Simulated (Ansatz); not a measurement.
# C3H6Si: how energies converge with the basis set

How large a basis does C3H6Si need? Two functionals are run in growing sets.

Method: one geometry, several basis sets; program: Ansatz 0.2.0, Gaussian basis.

Plan: PBE0-D4/def2-SVP; ωB97M-V/def2-SVP; PBE0-D4/def2-QZVPP; ωB97M-V/def2-QZVPP; the functionals' def2-TZVPP values are taken from earlier runs.

## 1. The geometry

All runs share one geometry, relaxed beforehand with PBE0-D4 in a triple-zeta def2 set.

SMILES `[SiH3]C1C=C1`, 10 atoms, charge 0, spin multiplicity 1.

Atoms are counted from 1 here; the program's logs count them from 0.

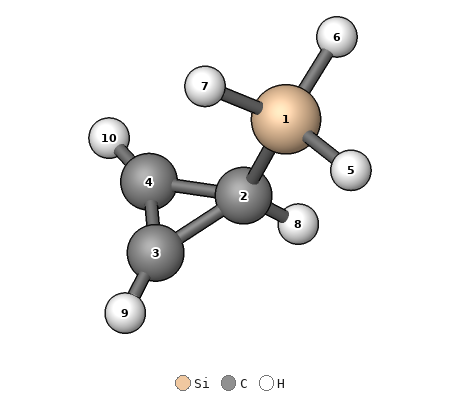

The structure; silicon light orange, carbon grey, hydrogen white; atoms are numbered from 1 in the order of the file.

## 2. PBE0-D4 in def2-SVP

in.yaml

```yaml
crystal:
  periodic: [false, false, false]
  atoms:
    - {symbol: Si, position_ang: [-1.146050, 0.586020, -0.665489]}
    - {symbol: C, position_ang: [-0.022183, -0.605349, 0.235718]}
    - {symbol: C, position_ang: [1.480638, -0.586110, 0.046317]}
    - {symbol: C, position_ang: [1.068981, -0.124656, 1.170040]}
    - {symbol: H, position_ang: [-1.607616, 0.018420, -1.964140]}
    - {symbol: H, position_ang: [-2.360038, 0.900932, 0.139997]}
    - {symbol: H, position_ang: [-0.405574, 1.850211, -0.930092]}
    - {symbol: H, position_ang: [-0.473707, -1.575439, 0.468638]}
    - {symbol: H, position_ang: [2.280979, -0.825504, -0.632009]}
    - {symbol: H, position_ang: [1.267670, 0.310373, 2.134018]}
basis:
  gaussian: {orbitals: def2-SVP}
hamiltonian: {xc: pbe0, dispersion: d4}
output: {orbitals: {seedname: orbitals}}
```

The run is started by

```sh
ansatz run in.yaml --threads 2 --pin off --events-out ev --progress --plain --max-ram 4352MiB
```

Further steps of the session: ωB97M-V in def2-SVP; PBE0-D4 in def2-QZVPP; ωB97M-V in def2-QZVPP.

**Question.** What will the summary of the whole plan be? Wanted: PBE0-D4: double and triple zeta above quadruple; ωB97M-V: double and triple zeta above quadruple.

The runs gave:

| quantity | value |
| --- | --- |
| PBE0-D4: double and triple zeta above quadruple | 6.62, 0.45 eV |
| ωB97M-V: double and triple zeta above quadruple | 6.80, 0.41 eV |

In words: For PBE0-D4 the step from double to triple zeta gains 6.17 eV and the next only 0.45 eV. Total energies overstate the basis error of differences, where much of it tends to cancel. The LUMO of ωB97M-V is positive and keeps falling with the basis (2.14 to 1.56 eV): an unbound level that the basis holds in place.
